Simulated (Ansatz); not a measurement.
ClFGa2H3N

Input

```
crystal:
  periodic: [false, false, false]
  atoms:
    - {symbol: Cl, position_ang: [0.325144, 4.997211, 0.597459]}
    - {symbol: F, position_ang: [-0.972598, 2.525375, 2.338971]}
    - {symbol: Ga, position_ang: [-0.590601, 2.999424, 0.509422]}
    - {symbol: Ga, position_ang: [0.586160, 1.287442, 2.828656]}
    - {symbol: "N", position_ang: [0.901731, 1.714413, 0.659843]}
    - {symbol: H, position_ang: [-1.827418, 2.721064, -0.401620]}
    - {symbol: H, position_ang: [0.824712, 0.896089, 0.053658]}
    - {symbol: H, position_ang: [1.801158, 2.153139, 0.455338]}
basis:
  gaussian:
    orbitals: def2-TZVPD
hamiltonian:
  xc: {name: PBE0}
output:
  forces: true
  orbitals: {seedname: orbitals}
```

Launched as:

```sh
ansatz run input.yaml --threads 2 --pin off --max-ram 4350MiB --events-out events.jsonl --progress --plain --runs-dir runs
```

Geometry: B3LYP/6-31G*.

Computed with isolated molecule in a Gaussian basis; Kohn-Sham density functional theory, functional PBE0 (Ansatz 0.2.0).

> Predict the electron density and electron localisation function between the atoms.

Ga–F (1.93 Å): ρ at the midpoint is about 0.58 e/Å³; the ELF peaks at about 0.80 in the valence shell of F, 0.6 Å from its nucleus, and is about 0.20 at the midpoint.
Ga–N (1.98 Å): the density is about 0.69 e/Å³ at the midpoint; the ELF peaks at about 0.90 in the valence shell of N, 0.6 Å from its nucleus, and is about 0.40 at the midpoint.
Ga–F (2.05 Å): ρ at the midpoint is about 0.43 e/Å³; the ELF is about 0.15 at the midpoint.
Ga–N (2.23 Å): the density is about 0.42 e/Å³ at the midpoint; the ELF peaks at about 0.90 in the valence shell of N, 0.7 Å from its nucleus, and is about 0.40 at the midpoint.

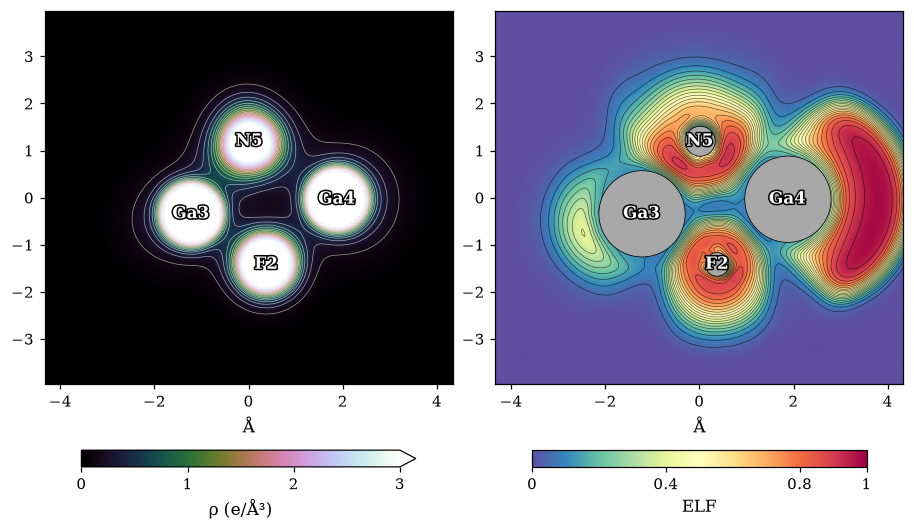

Computed electron density and electron localisation function on the plane of atoms Ga3, N5 and Ga4, in this order. Grey discs cover the atomic cores in the ELF map. 
